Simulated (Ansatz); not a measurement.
# Profile along the Hf–O line in HfO2 (tetragonal-ZrO2 type, space group P4_2/nmc)

HfO$_{2}$ (tetragonal-ZrO2 type, space group P4_2/nmc)

```yaml
crystal:
  lattice:
    - [3.56707, 0.00000, 0.00000]
    - [0.00000, 3.56707, 0.00000]
    - [0.00000, 0.00000, 5.16595]
  atoms:
    - { symbol: Hf, position: [0.00000, 0.00000, 0.00000] }
    - { symbol: Hf, position: [0.50000, 0.50000, 0.50000] }
    - { symbol: O, position: [0.00000, 0.50000, 0.20010] }
    - { symbol: O, position: [0.00000, 0.50000, 0.70010] }
    - { symbol: O, position: [0.50000, 0.00000, 0.29990] }
    - { symbol: O, position: [0.50000, 0.00000, 0.79990] }
```

Fields along a shortest Hf–O line of a (010) plane (2.06 Å), from Hf to O, interpolated on the slice's grid (step about 0.2 Å). All values below come from PBEsol (plane waves to 420 eV, PAW, scalar-relativistic; Ansatz, an electronic-structure program). k mesh 9×9×7. Near the nuclei the fields are pseudised (PAW); where an atom keeps semicore shells as valence, they peak there. HfO2 is run without spin polarisation. HfO2 was relaxed with its symmetry unable to fall. Spin-orbit coupling is left out, though Hf is heavy. This is a high-temperature form of HfO2.

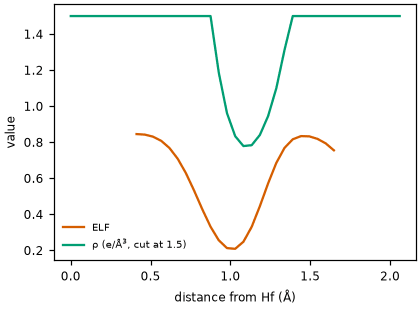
Fig. 1. ELF (away from the nuclei) and valence density from Hf to O.

Density on the Hf–O line (2.06 Å) at its density minimum, 1.1 Å from Hf: 0.78 e/Å³. ELF at that point: 0.2. Element round which the density of the highest valence band (whole band, smooth part) is largest on this plane: O.
